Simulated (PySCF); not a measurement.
C8H9NO (SMILES C=C(C)c1cc[n+]([O-])cc1)

The calculation's input:

```
{"job": {"kind": "nmr", "xc": "PBE0", "basis": "pcSseg-1"}, "charge": 0, "multiplicity": 1}
C     -2.145415    -1.294409     0.396217
C     -1.485154    -0.265440    -0.130375
C     -2.198661     0.793351    -0.920518
C     -0.039411    -0.098877     0.047043
C      0.571630     1.158046     0.019145
C      1.924608     1.291517     0.199062
N      2.732502     0.223777     0.398328
O      3.968299     0.368157     0.560052
C      2.165322    -1.006494     0.410112
C      0.817144    -1.187113     0.242225
H     -1.666540    -2.043440     1.002196
H     -3.207015    -1.405944     0.257255
H     -2.268135     1.716502    -0.346060
H     -1.665247     1.006866    -1.845060
H     -3.207807     0.470633    -1.161098
H     -0.011850     2.051993    -0.127859
H      2.424068     2.248265     0.191240
H      2.852675    -1.825321     0.558460
H      0.429184    -2.192818     0.242173
```

Command:

```sh
OMP_NUM_THREADS=1 python probes_run.py task.json out
```

Geometry: GFN2-xTB.

These are results of PySCF, PBE0/pcSseg-1, SCF density, gas phase, non-relativistic, not measurements.

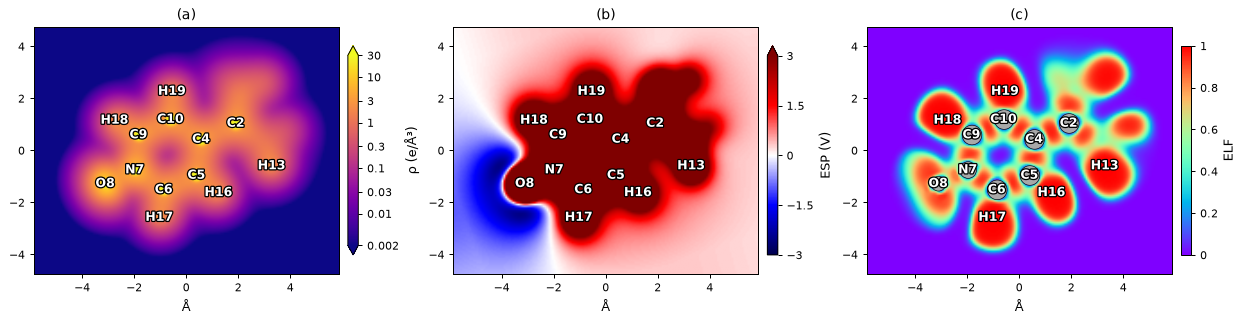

Figure 1. (a) electron density; (b) molecular electrostatic potential; (c) ELF on the plane of atoms C4, C5 and C6. Grey discs cover the atomic cores in the ELF map.

### Describe what can be read from this map.

Atoms in the plane: C, N, O and H.
N–O (1.25 Å): ρ at the midpoint is about 3.1 e/Å³; the ELF peaks at about 0.85 between the atoms, as expected for localised, covalent bonding.
C–N (1.35 Å): ρ is about 2.4 e/Å³ halfway; the ELF peaks at about 0.95 between the atoms: localised, covalent bonding.
C–H (1.08 Å): ρ is about 2 e/Å³ halfway; the ELF climbs to about 1 towards the hydrogen, as it does in any bond to H; an ordinary covalent bond to hydrogen.
C–C (1.37 Å): the density is about 2.1 e/Å³ at the midpoint; the ELF peaks at about 0.95 between the atoms: localised, covalent bonding.
C–C (1.47 Å): ρ at the midpoint is about 1.8 e/Å³; the ELF peaks at about 0.95 between the atoms; a shared electron pair.
The ELF also peaks beside O8, away from the bonds: lone-pair regions.
Outside the dense part of the molecule the potential is most negative (−2.5 V) near O8.

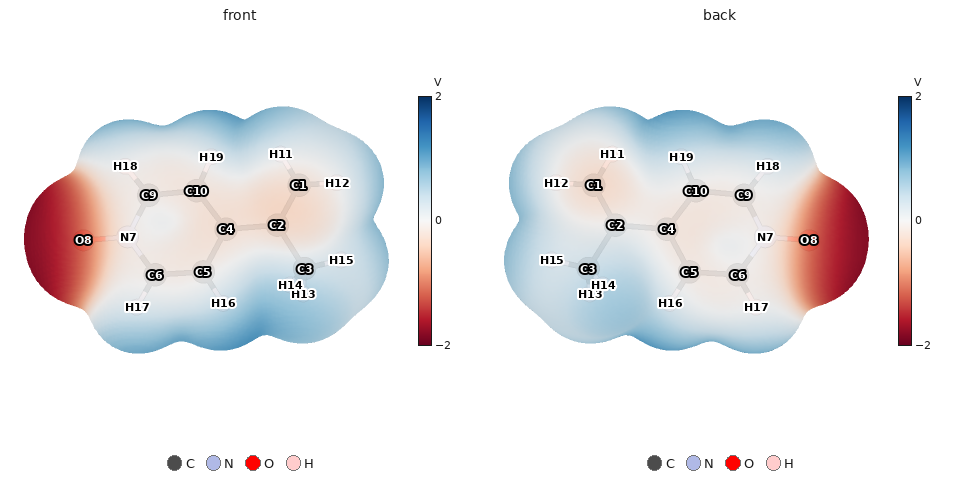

Figure 2. The molecular electrostatic potential painted on the density surface at 0.001 e/bohr³, seen from the front and from behind; red is negative and blue positive.

### Where is the surface potential most negative and most positive?

The most negative region (about −1.8 V, or −42 kcal/mol for a unit charge) lies over O8, the most positive (about +1.1 V, or +25 kcal/mol for a unit charge) over H16. O8 is the likeliest acceptor of a hydrogen bond.

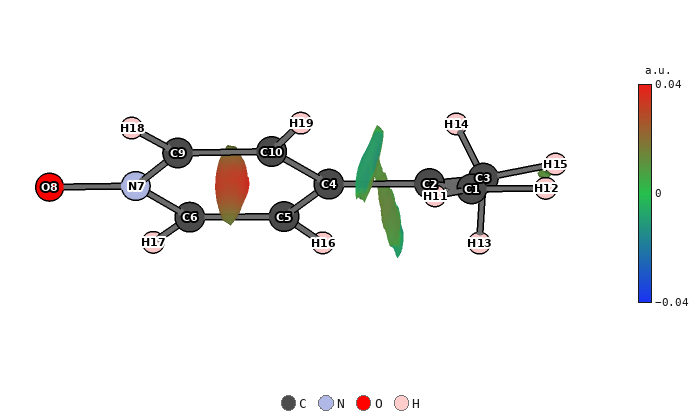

Figure 3. Non-covalent interaction (NCI) plot: the surface where the reduced density gradient is 0.6, for densities under 0.05 a.u., coloured by sign(λ₂)ρ; seen from one side.

### What holds or crowds the atoms apart from the covalent bonds?

Near H16, H13 and C3: mostly steric crowding (olive to red); near H19, H11 and C10: mostly steric crowding (olive to red); inside the ring or cage of C4, C5, C6, N7, C9 and C10: steric crowding (red).
